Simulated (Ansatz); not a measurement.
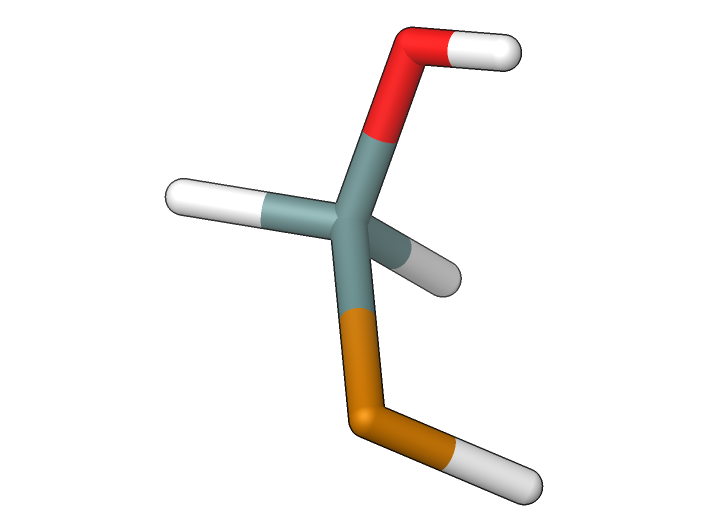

A stick model of a molecule. Colours: oxygen red, germanium teal, tellurium orange, hydrogen white.

What does the picture show?

Formula GeH4OTe. Its SMILES string is `[OH][GeH2][TeH]`. The point group is C1. Coordination: 1 O bent; 1 Ge tetrahedral; 1 Te bent.

The parts below concern this one geometry. Atoms keep their numbers from picture to picture. The computed structure is the end point of a PBE0-D4/def2-TZVP optimisation.

**Electronic properties**

Method: RKS r2SCAN-D4/def2-TZVPP, core potentials on Te (Ansatz 0.2.0).

**Give the dispersion correction at this level.**

−3.2 kJ/mol.

**Give the dipole moment at this level.**

1.11 D.

**What is the LUMO energy (Kohn–Sham orbital)?**

−1.52 eV.

**Give the HOMO energy (Kohn–Sham orbital) at this level.**

−5.92 eV.

**Vibrations**

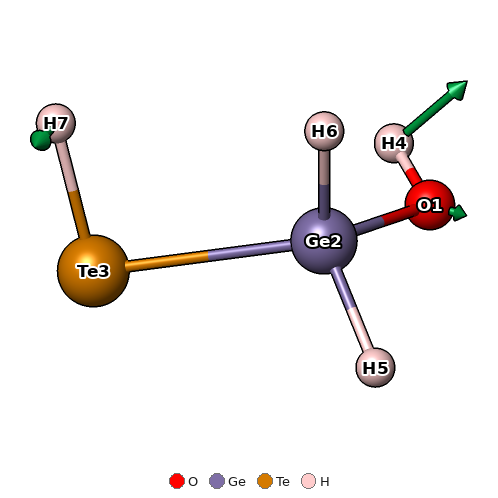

The arrows show one normal mode. Harmonic vibrations computed with RKS PBE0-D4/def2-TZVP, core potentials on Te (Ansatz 0.2.0) at a stationary point of the same level.

**What kind of motion is it?**

A torsion or out-of-plane motion in which bond lengths and bond angles hardly change.

**At what wavenumber does it lie?**

131 cm⁻¹; it is mode 2 of 15 counted from the lowest.

**Charges**

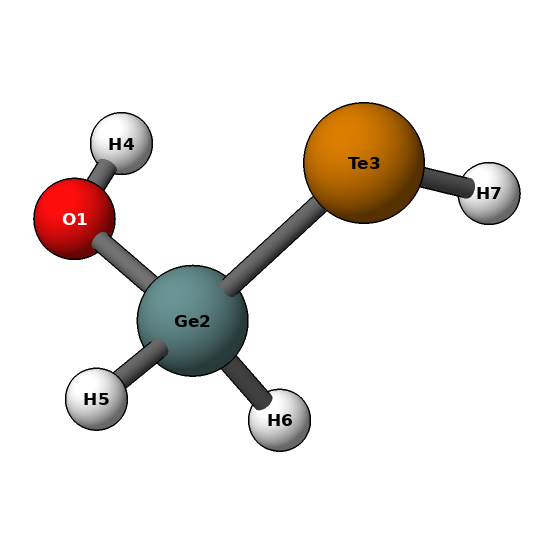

The questions are on Mulliken charges. Level of theory: RKS PBE0-D4/def2-TZVP, core potentials on Te (Ansatz 0.2.0).

**Which atom carries the highest charge (most positive or least negative)?**

Ge2 (0.36 e).

**And the lowest?**

O1 (−0.56 e).

List the Mulliken charges.

```json
{"atom": "O1", "value (e)": "−0.56"}
{"atom": "Ge2", "value (e)": "0.36"}
{"atom": "Te3", "value (e)": "−0.24"}
{"atom": "H4", "value (e)": "0.32"}
{"atom": "H5", "value (e)": "0.03"}
{"atom": "H6", "value (e)": "0.01"}
{"atom": "H7", "value (e)": "0.08"}
```

Mulliken values depend strongly on the basis set and can even reverse the polarity of a bond.
